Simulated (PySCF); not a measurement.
EPR calculation, with input and output: C4H10ClSi

- system: C4H10ClSi, multiplicity 2
- method: UKS B3LYP, pcH-1 on C Cl H Si, non-relativistic, mean-field spin-orbit, GIAO (PySCF 2.14.0)

It belongs to a series of runs on one base structure; here: H removed from Si.

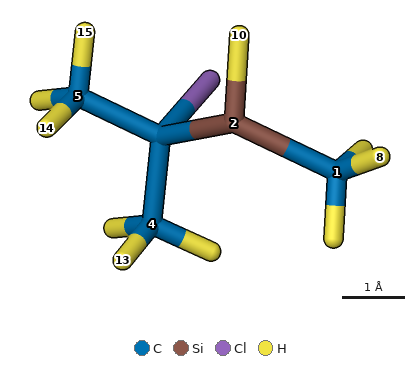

*The structure (stick view, seen at a tilt; atoms are numbered from 1 in the order of the input).*

Key numbers:

- outcome: converged
- total energy: −908.141705 hartree
- ⟨S²⟩: 0.752
- isotropic g: 2.0031
- hardware: 1 CPU thread, shared host
- wall time: 86 s
- peak memory: 0.96 GiB

Input file:
```
{"job": {"kind": "epr", "basis": "pcH-1"}, "charge": 0, "multiplicity": 2}
C      2.425905    -0.513025     0.529774
Si     0.997583     0.669676     0.928446
C     -0.588429     0.219766    -0.055880
C     -1.011000    -1.230506     0.087746
C     -1.742842     1.160196     0.234986
Cl    -0.130903     0.469762    -1.817665
H      2.240072    -1.522370     0.885728
H      3.345194    -0.165423     0.990623
H      2.590264    -0.561764    -0.545157
H      1.321422     2.078063     0.689806
H     -1.866252    -1.450911    -0.550627
H     -0.200310    -1.902159    -0.184832
H     -1.292638    -1.425564     1.121255
H     -2.044017     1.053148     1.275639
H     -1.452142     2.194430     0.065922
H     -2.599507     0.935626    -0.399693
```

The first line tells a small driver script what to run in PySCF; the rest is the geometry in Å.

Run as:
```bash
OMP_NUM_THREADS=1 python <driver script> task.json out
```

What the program printed:
```
UKS, coarse grid
  cycle   1  E = -908.07286724  |g| = 3.81e-01
  cycle   2  E = -908.05009317  |g| = 4.25e-01
  cycle   3  E = -908.14091390  |g| = 4.11e-02
  cycle   4  E = -908.14146178  |g| = 2.38e-02
  cycle   5  E = -908.14174381  |g| = 6.33e-03
  cycle   6  E = -908.14176191  |g| = 2.71e-03
  cycle   7  E = -908.14176597  |g| = 6.54e-04
UKS, final grid
  cycle   1  E = -908.14170461  |g| = 8.26e-04
  cycle   2  E = -908.14170431  |g| = 1.16e-03
  cycle   3  E = -908.14170494  |g| = 1.13e-04
  cycle   4  E = -908.14170495  |g| = 2.68e-05
E = -908.14170495 Eh   <S^2> = 0.7515 (exact 0.7500)
g shifts (ppm)      1          2          3
  rmc          -147       -147       -147
  gc             41         -2         62
  oz_so        -714        423       2855
  total        -820        275       2771
hyperfine (MHz)  atom isotope    a_iso     a_fc   dipolar eigenvalues
    0   13C      25.93      25.92     -4.05     -3.61      7.66
    1  29Si    -410.28    -411.30   -170.48     85.08     85.40
    2   13C      48.63      48.57     -4.22     -3.02      7.24
    3   13C      -0.85      -0.85     -0.87     -0.02      0.89
    4   13C      -0.17      -0.16     -0.95      0.00      0.95
    5  35Cl      19.49      19.33    -11.90    -10.68     22.58
    6    1H       7.63       7.63     -4.36     -2.73      7.09
    7    1H      -1.56      -1.56     -3.99     -2.20      6.19
    8    1H      56.28      56.28     -3.93      0.12      3.81
    9    1H      55.85      55.83     -9.21      0.80      8.41
   10    1H      -1.79      -1.79     -1.34     -0.80      2.14
   11    1H       0.53       0.53     -1.96     -1.49      3.45
   12    1H       0.84       0.83     -2.82     -1.77      4.59
   13    1H       0.99       0.99     -3.01     -1.77      4.78
   14    1H       0.52       0.52     -2.12     -1.59      3.70
   15    1H      -1.77      -1.77     -1.40     -0.82      2.22
```

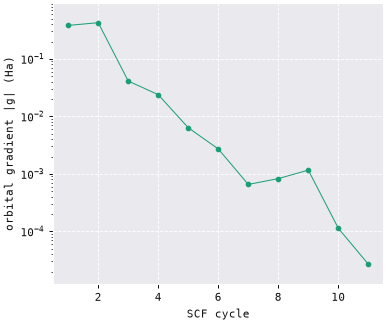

*Convergence of the self-consistent field: orbital gradient |g| against the SCF cycle.*

All cycles printed in the log are drawn one after another.

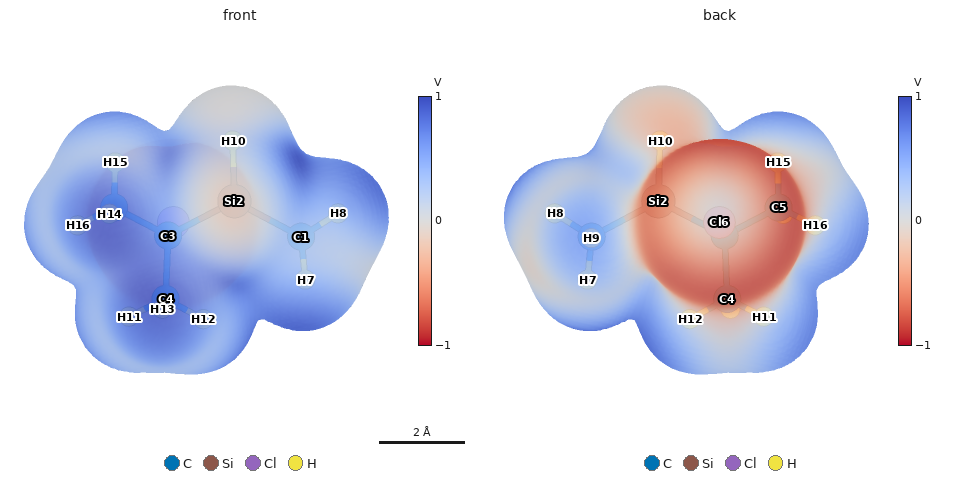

*The molecular electrostatic potential painted on the density surface at 0.002 e/bohr³, seen face on and from behind; the colour scale runs from red (negative) to blue (positive).*

A positive charge is drawn to the negative regions and a negative charge to the positive ones.

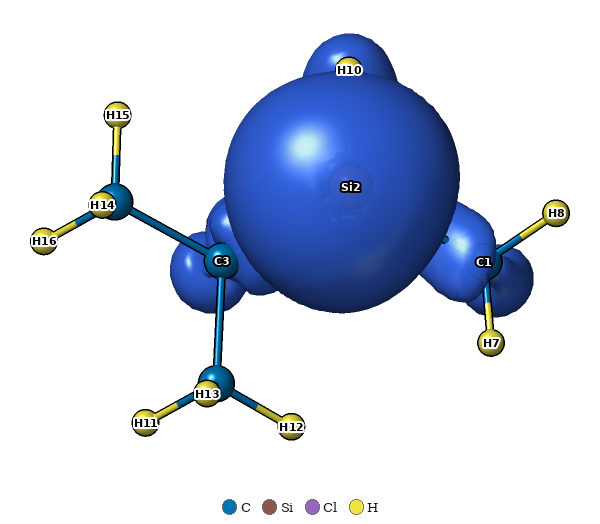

*Isosurface of the spin density at +0.015 e/Å³ (blue), seen face on.*

The unpaired spin (1 electron) lies mostly on Si2 (about 0.7), in electrons by Hirshfeld's partition.

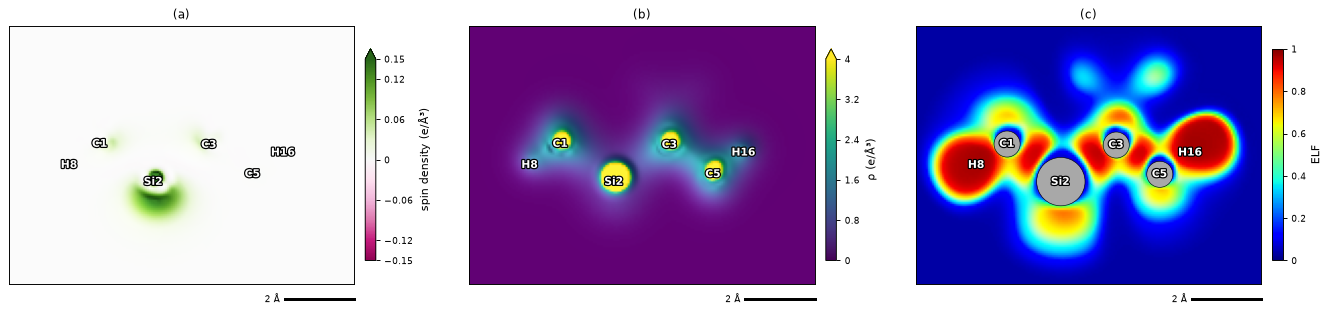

*(a) spin density; (b) total electron density; (c) electron localisation function on the plane of atoms Si2, C3 and C5. Grey discs, where drawn, cover atomic cores.*

C–H (1.09 Å): ρ at the midpoint is about 1.6 e/Å³; the ELF climbs to about 1 towards the hydrogen, as it does in any bond to H (a covalent bond by its length). The unpaired spin (1 electron) lies mostly on Si2 (about 0.7), in electrons by Hirshfeld's partition.
